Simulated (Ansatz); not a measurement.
# triplet CH3BF2S: levels of theory compared

Aim: a comparison of 6 runs (UHF/3-21G, U-r2SCAN/def2-SVP, U-r2SCAN0/def2-SVP, U-revPBE/def2-SVP, UPBE/def2-SVP, USVWN5/def2-SVP) of triplet CH3BF2S. 

The results are computed with Ansatz 0.2.0.

112 further runs of the same task are left out: 112 set aside as unsound or not needed. Runs told in other sessions of the task aren't counted.

## (1) Starting point

The species is CH3BF2S (8 atoms), meant as a triplet with charge 0. SMILES of the parent species: `CSB(F)F`. Geometry: relaxed at PBE0-D4/def2-TZVP. That shape belongs to the parent species and isn't relaxed for this state.

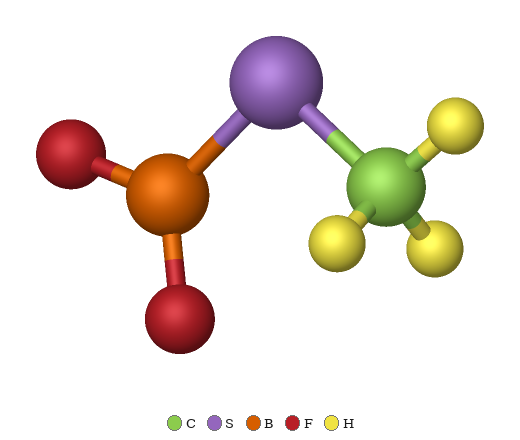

The structure, seen from a chosen angle (carbon green, sulfur purple, boron orange, fluorine red, hydrogen yellow).

## (2) The energy at UHF/3-21G (run 1)

Contents of in.yaml:

```yaml
crystal:
  periodic: [false, false, false]
  atoms:
    - symbol: C
      position_ang: [-0.803300, 0.136900, 0.921900]
    - symbol: S
      position_ang: [0.719300, -0.779600, 0.569900]
    - symbol: B
      position_ang: [1.068100, -0.245300, -1.103500]
    - symbol: F
      position_ang: [2.133800, -0.711800, -1.727700]
    - symbol: F
      position_ang: [0.295400, 0.609600, -1.753200]
    - symbol: H
      position_ang: [-0.637500, 1.209000, 0.840300]
    - symbol: H
      position_ang: [-1.080700, -0.107300, 1.946100]
    - symbol: H
      position_ang: [-1.603000, -0.168600, 0.250500]
basis:
  gaussian:
    orbitals: 3-21G.json
magnetization:
  spin_polarized: true
  initial_magnetization: 2
hamiltonian:
  xc: hf
accuracy: high
output: {orbitals: {seedname: orbitals}}
```

The basis set 3-21G is read from a file made from the Basis Set Exchange's data (not shown).

Run with:

```sh
ansatz run in.yaml --threads 1 --pin off --max-ram 2610MiB --events-out events.jsonl --progress --plain --runs-dir runs
```

Log:

```text
Warning: RAYON_NUM_THREADS=1 ignored (pool sized by the plan → 1); use --threads N
Functional definition: HF
  name "HF"
  exchange = exact_x
  correlation = 0
1251 factors; integrals over basis functions are off by at most 3.5e-9 eV
mean field evaluation 1: about -17881.0400 eV, gradient 2.3e1 eV
mean field evaluation 2: about -17881.0437 eV, gradient 2.3e1 eV
mean field evaluation 4: about -17883.7400 eV, gradient 2.3e0 eV
mean field evaluation 8: about -17883.8517 eV, gradient 2.5e-1 eV
mean field evaluation 16: about -17883.8544 eV, gradient 6.9e-9 eV
mean field evaluation 32: about -17881.3854 eV, gradient 7.9e0 eV
mean field evaluation 64: about -17880.4529 eV, gradient 1.4e1 eV
mean field evaluation 96: about -17881.4186 eV, gradient 8.9e0 eV
mean field evaluation 128: about -17882.6971 eV, gradient 2.1e0 eV
mean field evaluation 160: about -17872.3295 eV, gradient 2.7e1 eV
mean field evaluation 192: about -17883.2599 eV, gradient 1.2e1 eV
mean field -17884.00442759 eV, -657.2250405005 hartree, gradient 2.0e-8 eV, S^2 2.011226; 1 other end points of the search recorded, 0 dependent functions left out
reference -17884.00442759 eV, -657.2250405005 hartree; 25, 23 occupied and 30, 32 virtual orbitals, 1251 factors
Total energy: -17884.00442759 eV, -657.2250405005 hartree
```

It took 3.9 s on 1 thread of Arm Neoverse V1, shared host; peak memory 0.16 GiB.

## (3) The energy at U-r2SCAN/def2-SVP (run 2)

Contents of job.yaml:

```yaml
crystal:
  periodic: [false, false, false]
  atoms:
    - {symbol: C, position_ang: [-0.803300, 0.136900, 0.921900]}
    - {symbol: S, position_ang: [0.719300, -0.779600, 0.569900]}
    - {symbol: B, position_ang: [1.068100, -0.245300, -1.103500]}
    - {symbol: F, position_ang: [2.133800, -0.711800, -1.727700]}
    - {symbol: F, position_ang: [0.295400, 0.609600, -1.753200]}
    - {symbol: H, position_ang: [-0.637500, 1.209000, 0.840300]}
    - {symbol: H, position_ang: [-1.080700, -0.107300, 1.946100]}
    - {symbol: H, position_ang: [-1.603000, -0.168600, 0.250500]}
basis:
  gaussian: {orbitals: def2-SVP}
magnetization: {spin_polarized: true, initial_magnetization: 2}
hamiltonian: {xc: r2scan}
accuracy: high
output: {orbitals: {seedname: orbitals}}
```

Run with:

```sh
ansatz run job.yaml --threads 1 --pin off --max-ram 2610MiB --events-out events.jsonl --progress --plain --runs-dir runs
```

Log:

```text
Warning: RAYON_NUM_THREADS=1 ignored (pool sized by the plan → 1); use --threads N
Functional definition: r2SCAN
  name "r2SCAN"
  parameter k0 = 0.174
  parameter k1 = 0.065
  parameter a1 = 4.9479
  exchange = r2scan_x(k0 = k0, k1 = k1, a1 = a1)
  correlation = r2scan_c
2007 factors; integrals over basis functions are off by at most 7.5e-9 eV
mean field evaluation 1: about -18009.0684 eV, gradient 4.0e1 eV
mean field evaluation 2: about -17989.3710 eV, gradient 6.6e1 eV
mean field evaluation 4: about -18014.7316 eV, gradient 1.6e1 eV
mean field evaluation 8: about -18016.2384 eV, gradient 1.6e0 eV
mean field evaluation 16: about -18016.2780 eV, gradient 3.4e-4 eV
mean field evaluation 32: about -18016.2697 eV, gradient 3.2e-1 eV
mean field -18016.27804168 eV, -662.0860061597 hartree, gradient 4.9e-8 eV, S^2 2.006904; 4 other end points of the search recorded, 0 dependent functions left out
reference -18016.27804360 eV, -662.0860062305 hartree; 25, 23 occupied and 64, 66 virtual orbitals, 2007 factors
Total energy: -18016.27804360 eV, -662.0860062305 hartree
```

It took 50 s on 1 thread of Arm Neoverse V1, shared host; peak memory 0.43 GiB.

Run 3 isn't shown in full; the table further down has it.

## (4) A single-point energy at U-revPBE/def2-SVP (run 4)

Contents of molecule.yaml:

```yaml
crystal:
  periodic: [false, false, false]
  atoms:
    - symbol: C
      position_ang: [-0.803300, 0.136900, 0.921900]
    - symbol: S
      position_ang: [0.719300, -0.779600, 0.569900]
    - symbol: B
      position_ang: [1.068100, -0.245300, -1.103500]
    - symbol: F
      position_ang: [2.133800, -0.711800, -1.727700]
    - symbol: F
      position_ang: [0.295400, 0.609600, -1.753200]
    - symbol: H
      position_ang: [-0.637500, 1.209000, 0.840300]
    - symbol: H
      position_ang: [-1.080700, -0.107300, 1.946100]
    - symbol: H
      position_ang: [-1.603000, -0.168600, 0.250500]
basis:
  gaussian:
    orbitals: def2-SVP
magnetization:
  spin_polarized: true
  initial_magnetization: 2
hamiltonian:
  xc: {name: revPBE}
accuracy: high
output: {orbitals: {seedname: orbitals}}
```

Run with:

```sh
ansatz run molecule.yaml --threads 1 --pin off --max-ram 2610MiB --events-out events.jsonl --progress --plain --runs-dir runs
```

Log:

```text
Warning: RAYON_NUM_THREADS=1 ignored (pool sized by the plan → 1); use --threads N
Functional definition: revPBE
  name "revPBE"
  parameter kappa = 1.245
  parameter beta = 0.06672455060314922
  exchange = pbe_x(kappa = kappa, mu = beta*pi^2/3)
  correlation = pbe_c(beta = beta)
2007 factors; integrals over basis functions are off by at most 7.5e-9 eV
mean field evaluation 1: about -18007.6867 eV, gradient 4.3e1 eV
mean field evaluation 2: about -17980.9017 eV, gradient 7.4e1 eV
mean field evaluation 4: about -18014.3810 eV, gradient 1.6e1 eV
mean field evaluation 8: about -18015.5757 eV, gradient 7.2e0 eV
mean field evaluation 16: about -18016.0855 eV, gradient 1.3e-1 eV
mean field evaluation 32: about -18015.8711 eV, gradient 3.8e-1 eV
mean field -18016.08594931 eV, -662.0789468956 hartree, gradient 3.7e-8 eV, S^2 2.003543; 5 other end points of the search recorded, 0 dependent functions left out
reference -18016.08595355 eV, -662.0789470512 hartree; 25, 23 occupied and 64, 66 virtual orbitals, 2007 factors
Total energy: -18016.08595355 eV, -662.0789470512 hartree
```

It took 24 s on 1 thread of Arm Neoverse V1, shared host; peak memory 0.3 GiB.

Run 5 isn't shown in full; the table further down has it.

## (5) The energy at USVWN5/def2-SVP (run 6)

Edit job.yaml of step 3 so:

```diff
@@ -14,3 +14,3 @@
 magnetization: {spin_polarized: true, initial_magnetization: 2}
-hamiltonian: {xc: r2scan}
+hamiltonian: {xc: {name: SVWN5}}
 accuracy: high
```

Run with:

```sh
ansatz run job.yaml --threads 1 --pin off --max-ram 2610MiB --events-out events.jsonl --progress --plain --runs-dir runs
```

Log:

```text
Warning: RAYON_NUM_THREADS=1 ignored (pool sized by the plan → 1); use --threads N
Functional definition: SVWN5
  name "SVWN5"
  exchange = slater_x
  correlation = vwn5_c
2007 factors; integrals over basis functions are off by at most 7.5e-9 eV
mean field evaluation 1: about -17922.0550 eV, gradient 4.4e1 eV
mean field evaluation 2: about -17892.6737 eV, gradient 7.6e1 eV
mean field evaluation 4: about -17929.5009 eV, gradient 1.6e1 eV
mean field evaluation 8: about -17930.7182 eV, gradient 7.7e0 eV
mean field evaluation 16: about -17931.3067 eV, gradient 3.9e-1 eV
mean field evaluation 32: about -17926.5624 eV, gradient 1.7e1 eV
mean field -17931.31795273 eV, -658.9637804791 hartree, gradient 2.6e-8 eV, S^2 2.001441; 6 other end points of the search recorded, 0 dependent functions left out
reference -17931.31795578 eV, -658.9637805911 hartree; 25, 23 occupied and 64, 66 virtual orbitals, 2007 factors
Total energy: -17931.31795578 eV, -658.9637805911 hartree
```

It took 12 s on 1 thread of Arm Neoverse V1, shared host; peak memory 0.27 GiB.

## (6) The series

| run | level | energy (Eh) | HOMO energy (eV) | ⟨S²⟩ | wall time |
| --- | --- | --- | --- | --- | --- |
| 1 | UHF/3-21G | -657.225041 | -3.80 | 2.011 | 3.9 s |
| 2 | U-r2SCAN/def2-SVP | -662.086006 | -1.07 | 2.007 | 50 s |
| 3 | U-r2SCAN0/def2-SVP | -662.047769 | -1.90 | 2.008 | 71 s |
| 4 | U-revPBE/def2-SVP | -662.078947 | -0.87 | 2.004 | 24 s |
| 5 | UPBE/def2-SVP | -661.786882 | -0.92 | 2.003 | 23 s |
| 6 | USVWN5/def2-SVP | -658.963781 | -0.98 | 2.001 | 12 s |

## (7) Outcome

| quantity | value |
| --- | --- |
| run 6: total energy | -658.96378 Eh |
| run 6: HOMO energy (highest over α and β) | -0.98 eV |
| run 6: ⟨S²⟩ | 2.001 |

In words: Totals of different functionals can't be ranked against each other. All runs together took 3.1 min, the longest 71 s.
